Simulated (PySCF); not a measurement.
**H11NO3Si4: NMR shifts in solvents**

Aim: compute the NMR shifts of H11NO3Si4 (`N[SiH2]O[SiH](O[SiH3])O[SiH3]`), and see what a dielectric continuum does where one was used.

Programs: PySCF 2.14.0, with density-fitted response routines of our own. Each step states its level of theory. These are calculated values for one molecule, in the gas phase or a continuum, unless marked as measured. Atoms are numbered from 0 throughout.

### Step 1. Starting geometry

19 atoms, charge 0, multiplicity 1; geometry from: GFN2-xTB.

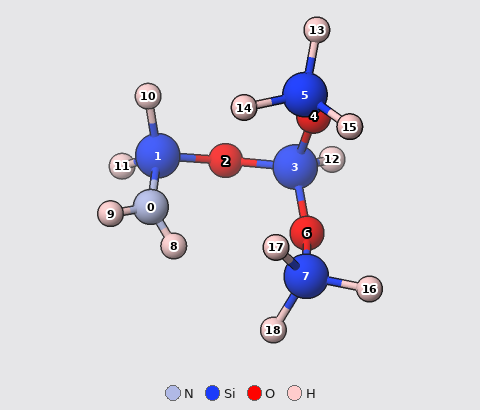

As it starts; nitrogen light blue, silicon blue, oxygen red, hydrogen pink, atoms numbered.

### Step 2. Optimising the geometry at PBE0-D3(BJ)/def2-SVP

The job: settings as JSON, then the geometry in Å.

```
{"job": {"xc": "PBE0", "basis": "def2-SVP", "d3": "d3bj", "grid": 1, "kind": "geom"}, "charge": 0, "multiplicity": 1}
N      2.080815     0.714293     0.722567
Si     2.329023    -0.443900    -0.525148
O      1.036976    -0.423507    -1.513759
Si    -0.567485    -0.358099    -1.532767
O     -1.193760    -1.490581    -0.570568
Si    -1.395812    -1.942432     0.971940
O     -1.055084     1.102329    -1.041983
Si    -1.433186     2.072756     0.194327
H      1.567581     1.552150     0.497668
H      2.818084     0.915874     1.376394
H      2.439959    -1.743820     0.135153
H      3.402651    -0.182468    -1.488373
H     -1.031468    -0.581385    -2.878414
H     -1.557132    -3.390435     0.851029
H     -0.241246    -1.579884     1.796110
H     -2.603042    -1.276020     1.470086
H     -2.878180     2.284078     0.110628
H     -1.057938     1.482007     1.481648
H     -0.670561     3.298294    -0.063999
```

Command:

```console
$ OMP_NUM_THREADS=1 python probes_run.py task.json out
```

The driver reads the jobs from task.json and runs them one after another.

The log of the run:

```text
step   0  E = -1443.90200488  max force = 0.015108
step   1  E = -1443.91549363  max force = 0.004710
step   2  E = -1443.91648512  max force = 0.002313
step   3  E = -1443.91776024  max force = 0.005027
step   4  E = -1443.91839619  max force = 0.004783
step   5  E = -1443.91948715  max force = 0.003466
step   6  E = -1443.91990135  max force = 0.003144
step   7  E = -1443.92025323  max force = 0.002901
step   8  E = -1443.92067817  max force = 0.003203
step   9  E = -1443.92105874  max force = 0.002216
step  10  E = -1443.92140257  max force = 0.001341
step  11  E = -1443.92158699  max force = 0.001491
step  12  E = -1443.92167282  max force = 0.000782
step  13  E = -1443.92173583  max force = 0.001132
step  14  E = -1443.92176636  max force = 0.001243
step  15  E = -1443.92180663  max force = 0.000737
step  16  E = -1443.92182750  max force = 0.000527
step  17  E = -1443.92185005  max force = 0.000558
step  18  E = -1443.92187601  max force = 0.000735
step  19  E = -1443.92189858  max force = 0.000630
step  20  E = -1443.92191076  max force = 0.000305
optimisation converged
```

Wall time 16 min (1 thread, shared host).

Step by step:

| step | energy from step 0 (eV) | largest force component (eV/Å) |
| --- | --- | --- |
| 0 | 0.0000 | 0.7769 |
| 1 | -0.3670 | 0.2422 |
| 2 | -0.3940 | 0.1189 |
| 3 | -0.4287 | 0.2585 |
| 4 | -0.4460 | 0.2460 |
| 5 | -0.4757 | 0.1782 |
| 6 | -0.4870 | 0.1617 |
| 7 | -0.4966 | 0.1492 |
| 8 | -0.5081 | 0.1647 |
| 9 | -0.5185 | 0.1140 |
| 10 | -0.5278 | 0.0690 |
| 11 | -0.5329 | 0.0767 |
| 12 | -0.5352 | 0.0402 |
| 13 | -0.5369 | 0.0582 |
| 14 | -0.5377 | 0.0639 |
| 15 | -0.5388 | 0.0379 |
| 16 | -0.5394 | 0.0271 |
| 17 | -0.5400 | 0.0287 |
| 18 | -0.5407 | 0.0378 |
| 19 | -0.5413 | 0.0324 |
| 20 | -0.5417 | 0.0157 |

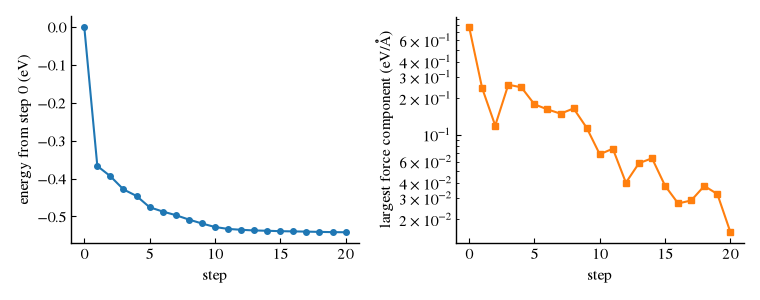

Energy and force, step by step.

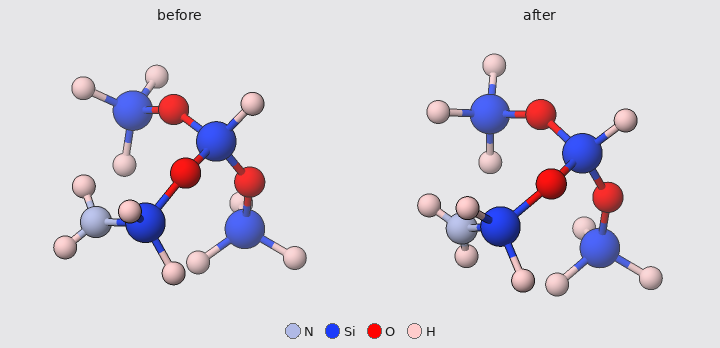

The geometry before (left) and after (right).

Distances of close pairs at the start and the end, largest changes first:

| bond | before (Å) | after (Å) | change (Å) |
| --- | --- | --- | --- |
| Si1–O2 | 1.627 | 1.670 | +0.043 |
| O6–Si7 | 1.617 | 1.656 | +0.040 |
| O2–Si3 | 1.606 | 1.643 | +0.037 |
| Si3–O4 | 1.613 | 1.648 | +0.035 |
| O4–Si5 | 1.620 | 1.653 | +0.033 |
| Si5–H14 | 1.464 | 1.497 | +0.033 |
| Si3–O6 | 1.616 | 1.647 | +0.031 |
| Si3–H12 | 1.441 | 1.471 | +0.030 |

The next job starts from the end point, and lists it.

| at the end point | value |
| --- | --- |
| point group (found at 0.08 Å tolerance) | C1 |
| rotational constants (GHz, main isotopes) | 0.925, 0.883, 0.665 |
| dipole moment (D) | 2.43 |

### Step 3. Nuclear shieldings: PBE0/pcSseg-1 in acetone

The job: settings as JSON, then the geometry in Å.

```
{"job": {"kind": "nmr", "xc": "PBE0", "basis": "pcSseg-1", "solvent": "acetone", "pop": true}, "charge": 0, "multiplicity": 1}
N      1.740847     0.680504     0.773178
Si     2.258412    -0.262395    -0.568111
O      1.022816    -0.581118    -1.644716
Si    -0.619241    -0.530335    -1.610296
O     -1.188633    -1.543141    -0.442223
Si    -1.252098    -2.001640     1.145047
O     -1.139515     1.000249    -1.294410
Si    -1.262270     2.163793    -0.121841
H      1.787166     1.690904     0.800242
H      1.474882     0.277103     1.662340
H      2.757802    -1.566340    -0.052280
H      3.296922     0.485398    -1.324624
H     -1.148888    -0.956899    -2.914727
H     -1.619241    -3.443163     1.219121
H      0.080997    -1.805863     1.797376
H     -2.264546    -1.188393     1.880354
H     -2.500343     2.952402    -0.378013
H     -1.345095     1.551733     1.239040
H     -0.089246     3.087390    -0.170710
```

Method: GIAO PBE0/pcSseg-1 NMR shielding, non-relativistic, IEF-PCM acetone.

The log of the run:

```text
coarse grid: 17640 points
cycle   1  E = -1444.0935896668  dE =  6.651e-01  |g| = 1.236e+00  |ddm| = 4.023e+00
cycle   2  E = -1443.7185857899  dE =  3.750e-01  |g| = 1.872e+00  |ddm| = 2.126e+00
cycle   3  E = -1444.3550388612  dE = -6.365e-01  |g| = 9.802e-02  |ddm| = 1.457e+00
cycle   4  E = -1444.3563613801  dE = -1.323e-03  |g| = 5.719e-02  |ddm| = 1.162e-01
cycle   5  E = -1444.3569857509  dE = -6.244e-04  |g| = 1.225e-02  |ddm| = 4.389e-02
cycle   6  E = -1444.3570149409  dE = -2.919e-05  |g| = 1.365e-03  |ddm| = 1.118e-02
cycle   7  E = -1444.3570152808  dE = -3.399e-07  |g| = 5.261e-04  |ddm| = 1.758e-03
final grid: 151416 points
cycle   8  E = -1444.4279989452  dE = -1.411e-05  |g| = 1.140e-02  |ddm| = 2.062e-02
cycle   9  E = -1444.4279691030  dE =  2.984e-05  |g| = 1.723e-02  |ddm| = 1.723e-02
cycle  10  E = -1444.4280210367  dE = -5.193e-05  |g| = 3.763e-04  |ddm| = 1.059e-02
cycle  11  E = -1444.4280210551  dE = -1.837e-08  |g| = 1.642e-04  |ddm| = 3.772e-04
cycle  12  E = -1444.4280210593  dE = -4.206e-09  |g| = 6.893e-05  |ddm| = 1.543e-04
cycle  13  E = -1444.4280210601  dE = -8.040e-10  |g| = 1.338e-05  |ddm| = 5.507e-05
converged SCF energy = -1444.4280210601

GIAO shielding tensors (ppm)
atom      isotropic    diamagn.    paramagn.     s11        s22        s33       span
  0 N      224.166     325.019    -100.853    196.269    227.724    248.505     52.235
  1 Si     391.038     881.126    -490.089    363.598    394.337    415.178     51.580
  2 O      214.025     404.696    -190.670    172.477    228.415    241.184     68.707
  3 Si     423.556     881.939    -458.383    416.831    420.107    433.730     16.898
  4 O      279.332     403.234    -123.902    250.763    288.742    298.491     47.728
  5 Si     391.948     880.554    -488.606    348.414    362.857    464.574    116.160
  6 O      279.464     403.227    -123.762    250.143    287.475    300.774     50.632
  7 Si     392.968     880.731    -487.762    355.382    364.516    459.006    103.624
  8 H       29.130      33.705      -4.575     23.509     24.883     39.000     15.491
  9 H       28.983      35.386      -6.403     23.404     25.105     38.441     15.038
 10 H       26.352      29.838      -3.486     23.007     24.294     31.754      8.747
 11 H       26.454      28.472      -2.018     22.483     24.494     32.385      9.902
 12 H       27.023      28.098      -1.075     23.470     23.553     34.046     10.575
 13 H       26.226      28.474      -2.248     22.824     24.094     31.760      8.937
 14 H       26.004      32.888      -6.884     22.034     26.651     29.327      7.293
 15 H       26.047      30.679      -4.632     22.738     24.740     30.663      7.926
 16 H       26.323      28.803      -2.480     22.915     24.241     31.813      8.898
 17 H       25.995      33.421      -7.426     23.033     25.551     29.399      6.366
 18 H       26.225      31.292      -5.066     22.729     25.344     30.603      7.873
```

Wall time 1.9 min (1 thread, shared host).

The references, computed at this level on geometries of the same kind, shield at (ppm): 1H TMS 31.24, 29Si TMS 351.8, 15N NH3 268.4, 17O H2O 342.8. Their shielding less the atom's gives the shift. The references are single molecules in the same continuum, so shifts against H2O, NH3, PH3, H3PO4 or CFCl3 are not on the usual liquid scales and can be off by tens of ppm. Atoms listed in one row are averaged.

| atoms | environment | σ (ppm) | δ (ppm) |
| --- | --- | --- | --- |
| H13, H14, H15, H16, H17, H18 | hydrogen on a silicon bonded to O | 26.14 | 5.10 |
| H10, H11 | hydrogen on a silicon bonded to N, O | 26.40 | 4.84 |
| H12 | hydrogen on a silicon bonded to 3 O | 27.02 | 4.22 |
| H8, H9 | hydrogen on a nitrogen bonded to Si | 29.06 | 2.18 |
| N0 | nitrogen bonded to Si, 2 H | 224.2 | 44.3 |
| Si1 | silicon bonded to N, O, 2 H | 391.0 | -39.3 |
| Si5, Si7 | silicon bonded to O, 3 H | 392.5 | -40.7 |
| Si3 | silicon bonded to 3 O, H | 423.6 | -71.8 |
| O2 | oxygen bonded to 2 Si | 214.0 | 128.7 |
| O4, O6 | oxygen bonded to 2 Si | 279.4 | 63.4 |

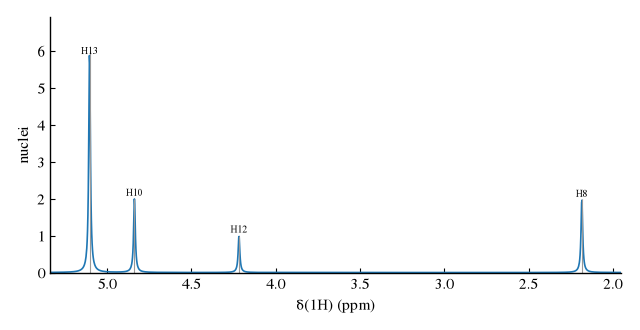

1H lines at the computed shifts, without couplings. Lines are broadened to a width of 0.01 ppm (Lorentzian).

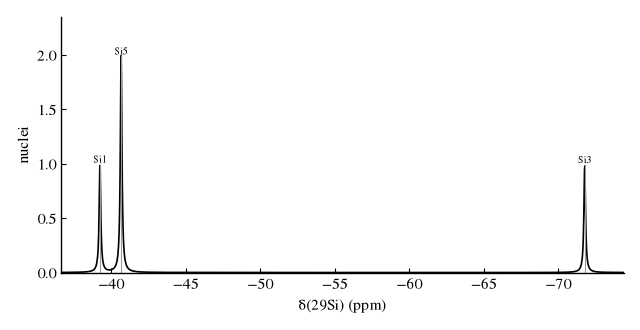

29Si lines at the computed shifts, without couplings. Lines are broadened to a width of 0.13 ppm (Lorentzian).

The run also stored atomic charges by several schemes (e):

| atoms | Mulliken | IAO | Hirshfeld | ESP fit |
| --- | --- | --- | --- | --- |
| N0 | -0.69 | -0.85 | -0.30 | -1.01 |
| Si1 | 0.91 | 1.07 | 0.42 | 0.71 |
| O2 | -0.77 | -0.89 | -0.33 | -0.55 |
| Si3 | 1.31 | 1.44 | 0.51 | 0.89 |
| O4, O6 | -0.77 | -0.88 | -0.32 | -0.48 |
| Si5, Si7 | 0.70 | 0.85 | 0.39 | 0.54 |

ESP fit charges:

N0 -1.01; Si1 0.71; O2 -0.55; Si3 0.89; O4 -0.48; Si5 0.53; O6 -0.48; Si7 0.55; H8 0.41; H9 0.39; H10 -0.11; H11 -0.10; H12 -0.13; H13 -0.10; H14 -0.08; H15 -0.10; H16 -0.12; H17 -0.11; H18 -0.09

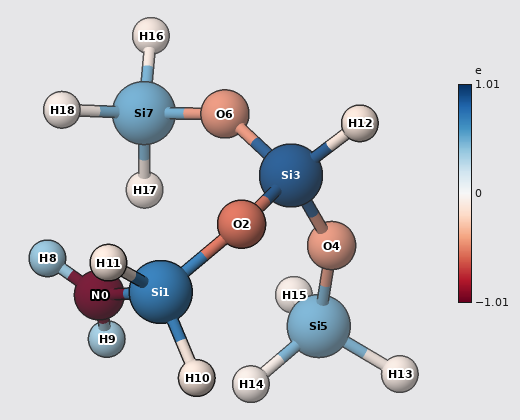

ESP fit charges, as colours on the atoms.

Mayer bond orders: N0–Si1 1.05, Si1–O2 0.88, O2–Si3 0.95, Si3–O4 0.91, O4–Si5 0.90, Si3–O6 0.92, O6–Si7 0.89.

### Step 4. Nuclear shieldings: PBE0/pcSseg-1 in acetonitrile

Same as in step 3 but for these lines:

```diff
@@ -1,2 +1,2 @@
-{"job": {"kind": "nmr", "xc": "PBE0", "basis": "pcSseg-1", "solvent": "acetone", "pop": true}, "charge": 0, "multiplicity": 1}
+{"job": {"kind": "nmr", "xc": "PBE0", "basis": "pcSseg-1", "solvent": "acetonitrile", "pop": false}, "charge": 0, "multiplicity": 1}
 N      1.740847     0.680504     0.773178
```

Level: GIAO PBE0/pcSseg-1 NMR shielding, non-relativistic, IEF-PCM acetonitrile.

The log of the run:

```text
coarse grid: 17640 points
cycle   1  E = -1444.0939872728  dE =  6.647e-01  |g| = 1.236e+00  |ddm| = 4.023e+00
cycle   2  E = -1443.7201784821  dE =  3.738e-01  |g| = 1.871e+00  |ddm| = 2.122e+00
cycle   3  E = -1444.3552937701  dE = -6.351e-01  |g| = 9.755e-02  |ddm| = 1.453e+00
cycle   4  E = -1444.3566000990  dE = -1.306e-03  |g| = 5.695e-02  |ddm| = 1.154e-01
cycle   5  E = -1444.3572188724  dE = -6.188e-04  |g| = 1.219e-02  |ddm| = 4.370e-02
cycle   6  E = -1444.3572477563  dE = -2.888e-05  |g| = 1.351e-03  |ddm| = 1.111e-02
cycle   7  E = -1444.3572480912  dE = -3.350e-07  |g| = 5.154e-04  |ddm| = 1.754e-03
final grid: 151416 points
cycle   8  E = -1444.4282303654  dE = -1.411e-05  |g| = 1.140e-02  |ddm| = 2.061e-02
cycle   9  E = -1444.4282005647  dE =  2.980e-05  |g| = 1.722e-02  |ddm| = 1.722e-02
cycle  10  E = -1444.4282524593  dE = -5.189e-05  |g| = 3.752e-04  |ddm| = 1.058e-02
cycle  11  E = -1444.4282524774  dE = -1.812e-08  |g| = 1.657e-04  |ddm| = 3.757e-04
cycle  12  E = -1444.4282524817  dE = -4.284e-09  |g| = 6.900e-05  |ddm| = 1.551e-04
cycle  13  E = -1444.4282524825  dE = -8.008e-10  |g| = 1.333e-05  |ddm| = 5.560e-05
converged SCF energy = -1444.4282524825

GIAO shielding tensors (ppm)
atom      isotropic    diamagn.    paramagn.     s11        s22        s33       span
  0 N      224.121     325.029    -100.908    196.023    227.820    248.520     52.497
  1 Si     391.019     881.130    -490.111    363.469    394.491    415.095     51.626
  2 O      214.061     404.716    -190.655    172.526    228.528    241.129     68.603
  3 Si     423.555     881.947    -458.392    416.882    420.129    433.655     16.773
  4 O      279.318     403.244    -123.926    250.810    288.745    298.399     47.589
  5 Si     391.865     880.556    -488.692    348.420    362.680    464.494    116.074
  6 O      279.445     403.240    -123.796    250.190    287.417    300.727     50.537
  7 Si     392.884     880.734    -487.850    355.332    364.376    458.943    103.611
  8 H       29.108      33.688      -4.581     23.477     24.861     38.985     15.507
  9 H       28.961      35.371      -6.410     23.377     25.079     38.427     15.050
 10 H       26.353      29.841      -3.488     23.007     24.297     31.755      8.748
 11 H       26.455      28.477      -2.021     22.483     24.497     32.386      9.903
 12 H       27.024      28.102      -1.079     23.472     23.553     34.046     10.575
 13 H       26.229      28.479      -2.250     22.826     24.098     31.762      8.935
 14 H       25.996      32.875      -6.880     22.025     26.644     29.319      7.294
 15 H       26.047      30.681      -4.634     22.737     24.741     30.664      7.927
 16 H       26.326      28.809      -2.483     22.918     24.246     31.815      8.897
 17 H       25.991      33.416      -7.425     23.028     25.548     29.396      6.368
 18 H       26.219      31.285      -5.066     22.722     25.338     30.598      7.875
```

It took 1.8 min on 1 thread, shared host.

In short: δ N0 44.4, Si1 -39.2, Si5 -40.6, Si3 -71.8, H13 5.11, H10 4.84 ppm (means over like atoms).

### Step 5. Side by side: NMR shifts

Shifts (ppm) of some atoms, chosen among heavy atoms and hydrogens apart, means over like atoms, with basis size and wall time:

| run | H10 | H8 | N0 | Si5 | Si3 | O2 | O4 | functions | time |
| --- | --- | --- | --- | --- | --- | --- | --- | --- | --- |
| PBE0/pcSseg-1 in acetone | 4.84 | 2.18 | 44.3 | -40.7 | -71.8 | 128.7 | 63.4 | 219 | 1.9 min |
| PBE0/pcSseg-1 in acetonitrile | 4.84 | 2.21 | 44.4 | -40.6 | -71.8 | 128.9 | 63.6 | 219 | 1.8 min |

The continuum's effect on the ground state:

| solvent | ε | polarisation energy (Eh) | μ (D) |
| --- | --- | --- | --- |
| acetone | 20.49 | -0.0065 | 3.30 |
| acetonitrile | 35.69 | -0.0068 | 3.34 |

### Step 6. Outcome

| quantity | value |
| --- | --- |
| point group | C1 |
| rotational constants (main isotopes) | 0.92, 0.88, 0.67 GHz |
| 1H shifts against TMS (PBE0/pcSseg-1, acetone, means over atoms taken as alike) | 5.10, 4.84, 4.22, 2.18 ppm |
| 15N shifts against NH3 (PBE0/pcSseg-1, acetone) | 44.3 ppm |
| 29Si shifts against TMS (PBE0/pcSseg-1, acetone, means over atoms taken as alike) | -39.3, -40.7, -71.8 ppm |
| 17O shifts against H2O (PBE0/pcSseg-1, acetone, means over atoms taken as alike) | 128.7, 63.4 ppm |
| range of the shift of O4 | 63.4 to 63.6 ppm |

Over 20 steps the energy fell by 0.542 eV; of the close pairs, Si1–O2 changed most, 1.627 to 1.670 Å. At PBE0/pcSseg-1: The widest tensor belongs to Si5, Si7: span 110 ppm, with a paramagnetic part of -488 ppm. Across the 2 runs the shift of O4 (with its like atoms) moves most, between 63.4 (PBE0/pcSseg-1 in acetone) and 63.6 ppm (PBE0/pcSseg-1 in acetonitrile). Most of that comes from the computed reference, not from the atom's own shielding. The continuum holds electrostatics alone: no hydrogen bonds to the solvent, and the gas-phase geometry is kept.
